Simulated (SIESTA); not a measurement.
## Convergence test for RbMg6Sn (Amm2, 8 atoms in the cell)

```
CELL_PARAMETERS angstrom
      5.35028     0.00000     0.00000
      0.00000     3.61171     6.24514
      0.00000    -3.61171     6.24514
ATOMIC_POSITIONS crystal
  Rb 0.50000 0.66751 0.66751
  Mg 0.00000 0.28994 0.85708
  Mg 0.00000 0.85708 0.28994
  Mg 0.00000 0.33244 0.33244
  Mg 0.50000 0.16030 0.67712
  Mg 0.50000 0.67712 0.16030
  Mg 0.50000 0.16138 0.16138
  Sn 0.00000 0.85422 0.85422
```

Method of the run: GGA PBEsol, numerical atomic orbitals TZP, PseudoDojo PBEsol standard norm-conserving potentials (rewritten from UPF to PSML) run with SIESTA 5.4.2.

The starting cell comes from a database of computed structures (which also holds hypothetical and non-ambient phases and stackings), without a prior relaxation at this level. Its lattice was rescaled by a random factor within 2.5 % of one. Values carry the incompleteness of an atom-centred basis.

Held fixed: XC.functional = GGA; XC.authors = PBEsol; potentials = PseudoDojo PBEsol standard; PAO.BasisSize = TZP; PAO.EnergyShift = 0.01 Ry; MeshCutoff = 350 Ry; OccupationFunction = FD; ElectronicTemperature = 1160.45 K; MaxSCFIterations = 150; SCF.Mixer.Method = Pulay; SCF.Mixer.Weight = 0.25; SCF.Mixer.History = 6; SCF.DM.Tolerance = 1.0E-04.

ΔF is the free energy per atom less that of the last row (15 13 13).

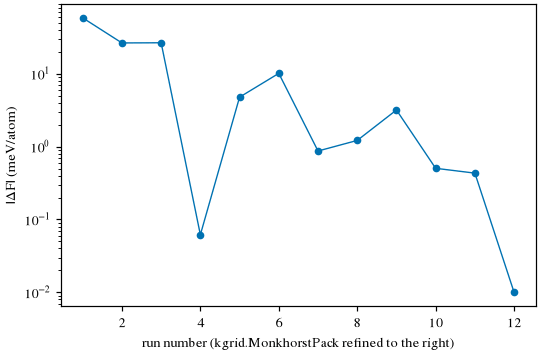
*Size of the energy error against the last run of the series; values under 0.01 meV/atom are drawn at 0.01.*

| kgrid.MonkhorstPack | ΔF (meV/atom) | pressure (GPa) | largest force (eV/Å) | k-points | iterations |
|---|---|---|---|---|---|
| 1 1 1 | -58.3 | -2.67 | 0.815 | 1 | 10 |
| 2 2 2 | 26.4 | -2.24 | 0.216 | 8 | 10 |
| 3 2 2 | 26.6 | -2.32 | 0.146 | 8 | 10 |
| 3 3 3 | -0.06 | -2.65 | 0.228 | 14 | 10 |
| 4 3 3 | -4.8 | -2.64 | 0.144 | 20 | 9 |
| 4 4 4 | -10.1 | -2.55 | 0.154 | 44 | 9 |
| 5 5 5 | 0.87 | -2.60 | 0.117 | 63 | 9 |
| 6 5 5 | 1.21 | -2.61 | 0.099 | 78 | 9 |
| 7 6 6 | -3.2 | -2.64 | 0.073 | 132 | 9 |
| 8 7 7 | -0.50 | -2.64 | 0.063 | 200 | 9 |
| 10 9 9 | -0.43 | -2.64 | 0.057 | 410 | 9 |
| 12 11 11 | -0.01 | -2.64 | 0.063 | 732 | 9 |
| 15 13 13 | 0.00 | -2.64 | 0.066 | 1268 | 9 |

Largest force within 0.005 eV/Å of the last row: from kgrid.MonkhorstPack = 12 11 11 on; the one before it is off by 0.0097 eV/Å. Only the last setting checks this, so the series should go further.

Pressure within 0.2 GPa of the last row: from kgrid.MonkhorstPack = 3 3 3 on; the one before it is off by 0.32 GPa. The value it settles on is -2.6 GPa at this level of theory and with the other settings as held.
